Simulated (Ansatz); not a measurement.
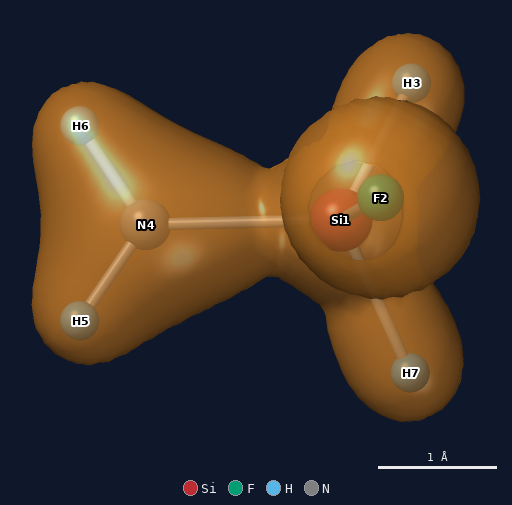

FH4NSi. Isosurface of the total electron density at 0.5 e/Å³ (orange), seen at a tilt.

Method: RKS PBE0-D4/def2-SVP in Ansatz.

Input

```
crystal:
  periodic: [false, false, false]
  atoms:
    - { symbol: Si, position_ang: [0.0, 0.0, 0.0] }
    - { symbol: F, position_ang: [0.0, 0.0, 1.59] }
    - { symbol: H, position_ang: [1.3768, 0.0, -0.4862] }
    - { symbol: "N", position_ang: [-0.8572, 1.4851, -0.6061] }
    - { symbol: H, position_ang: [-1.8773, 1.43, -0.8888] }
    - { symbol: H, position_ang: [-0.3367, 2.4058, -0.6766] }
    - { symbol: H, position_ang: [-0.6877, -1.1914, -0.4862] }
basis:
  gaussian: { orbitals: def2-SVP }
hamiltonian:
  xc: pbe0
  dispersion: d4
relax:
  f_tol: 0.02
  max_steps: 40
output:
  orbitals: {}
```

Run with:

```sh
ansatz run input.yaml --threads 1 --pin off --max-ram 2048MiB --backend cpu --events-out ev --progress --plain --runs-dir out
```

The fields are those of the run's last geometry, not of the input's.

Question: How is the density connected at this value?

Answer: At this value the surface is in one piece. It bridges the sampled Si–F (1.63 Å), Si–N (1.71 Å), N–H (1.01 Å) and Si–H (1.49 Å) contacts, where the density stays above the isovalue. On the grid the lowest density along these lines, outside the cores, is 0.82 e/Å³ (Si–F, 1.63 Å), 0.93 e/Å³ (Si–N, 1.71 Å), 2.2 e/Å³ (N–H, 1.01 Å) and 0.77 e/Å³ (Si–H, 1.49 Å).
